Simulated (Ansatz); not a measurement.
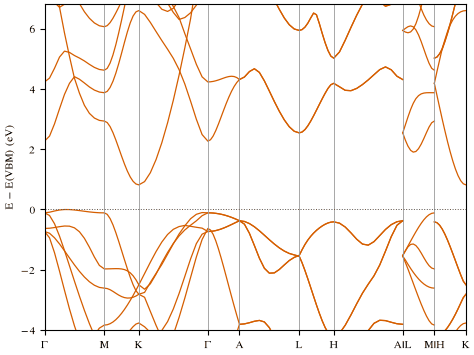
Figure. Band structure from r²SCAN (plane waves, PAW; program Ansatz)

Task: Read off the gap and where the band edges lie.

Result: About 0.8 eV (0.82 eV by a search for the band edges); maximum on the Γ–M line, 37 % of the way from Γ, minimum at K.

Task: Pick the material that matches.
A. SiC, 6H polytype
B. ZnS, NiAs type
C. GaSb, P6_3mc (Ga on 2b, Sb on 2b, Ga on 2a, Sb on 2a)
D. GaN, wurtzite

Result: B, ZnS, NiAs type

Space group P6_3/mmc (NiAs type). The start of the workflow was typed in or built on a structure type; neither database checked (COD, Materials Project) lists it. It is not the phase usual at ambient conditions (space group No. 186, 216). The cell was relaxed with r²SCAN under the symmetry of its start; its stability against distortions is not shown here.

Potentials: the earlier of the program's two PAW sets.
